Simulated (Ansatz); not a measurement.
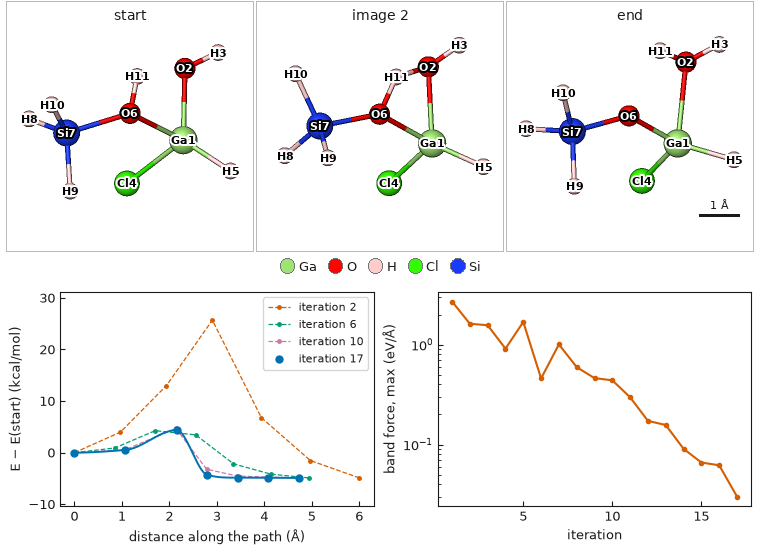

A nudged-elastic-band calculation for GaSiH6O2Cl. Images are numbered from 0 (start) to 6 (end). The plot follows the band through its iterations. Style: ball-and-stick. Shown at a tilt.

Theory: RKS B3LYP/def2-SVP (Ansatz 0.2.0). Run with 5 movable images; climbing image; force threshold 0.05 eV/Å; iteration limit 60; starting path through a guess of the saddle point.

Q: How did the profile develop, and is the result final?

A: The run is converged, with reservations. The band converged in 17 iterations. The largest component of the band force went from 2.7 to 0.03 eV/Å. The climbing image converged on the top of the path. Its vibrational analysis gives 2 imaginary modes over 30i cm⁻¹, so it isn't confirmed as a transition state. The first iteration put the highest image at 51.5 kcal/mol. Forward barrier 4.4 kcal/mol, backward barrier 9.3 kcal/mol, with image 2 at the top; the reaction energy is −4.9 kcal/mol.
